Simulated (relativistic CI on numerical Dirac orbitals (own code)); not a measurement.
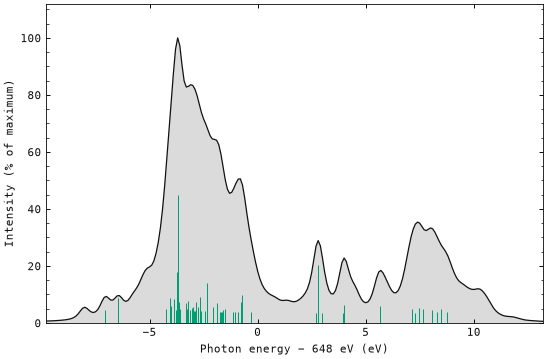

**Figure 1.** L₂,₃ X-ray absorption of Mn³⁺ (manganese, Z = 25), [Ar] 3d⁴, in a field of Td symmetry with 10Dq = −5,350 cm⁻¹. Sticks are the strongest transitions, on a scale of their own. Multiplet model: relativistic Dirac–Coulomb–Breit theory, one configuration a step, Slater integrals scaled by 0.8, 300 K, Voigt broadening (Lorentzian 0.4 eV, Gaussian 0.3 eV full widths), computed with a radial Dirac CI code. The main maxima lie at 641.0 eV (9), 641.6 eV (10), 644.3 eV (100), 644.9 eV (84), 647.2 eV (51), 650.8 eV (29), 652.0 eV (23), 653.7 eV (18), 655.4 eV (35) and 656.0 eV (33), heights in % of the largest; the centroid is at 648.3 eV. The lower edge holds 0.77 of the intensity (branching ratio, edges parted at 653 eV, split at the minimum of the curve and uncertain by about 0.02), and the core spin-orbit splitting of the orbitals is 10.8 eV. The ground state has S = 2.00.

**Relativistic CI calculation for Mn³⁺**

- system: Mn³⁺.
- method: Dirac-Coulomb-Breit CI, KLI orbitals optimised for each configuration, model QED (radiative potential, 1s self-energy scaled to tabulated hydrogen-like ionisation energies), valence Slater integrals scaled by 0.8, multiplet model of core-to-valence dipole absorption in a parametric crystal field (relativistic CI on numerical Dirac orbitals, in-house)

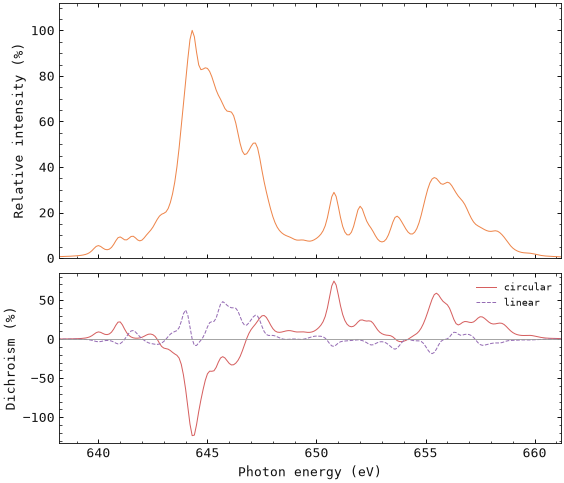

**Figure 2.** Dichroism is for the ground state at zero temperature, magnetised by an exchange field of 10 meV on Sz (linear: z less the mean of x and y). The ground state has S = 2.00. The circular dichroism (Δm = −1 less Δm = +1) is largest at 644.3 eV, −124 % of the isotropic maximum; its integrals over the lower and upper edge are −0.008 and 0.088 of the sum over the three polarisations. The magnetised ground state has ⟨Lz⟩ = 0.99 and ⟨Sz⟩ = −1.99.

These pictures come from the run below.

**Input**
```
atom Mn  Z=25  charge=3  electrons=22
nucleus A=55  rms_radius_fm=3.7057
hamiltonian dirac-coulomb  breit=on  qed=on  c_scale=1
orbitals kli  potential=per-configuration
slater_scale 0.8
correlation none
mixing on
configurations
  [Ar] 3d4
  [He] 2s2 2p5 3s2 3p6 3d5
end
absorption L2,3 T=300 lorentz=0.4 gauss=0.3
crystal_field Td 10Dq=-5350
```

The run was one of a batch that the task file lists, launched with:
```bash
python <driver script> task.json out
```

The program writes its results to a structured record and prints no log; tables and figures of this report are taken from that record.

**Results in brief**

```
quantity                      value
 outcome                  converged
hardware  1 CPU thread, shared host
CPU time                      3.2 s
```

**Remarks**

Caveats: free-ion energies, so absolute edge positions are off by a few eV from solids.
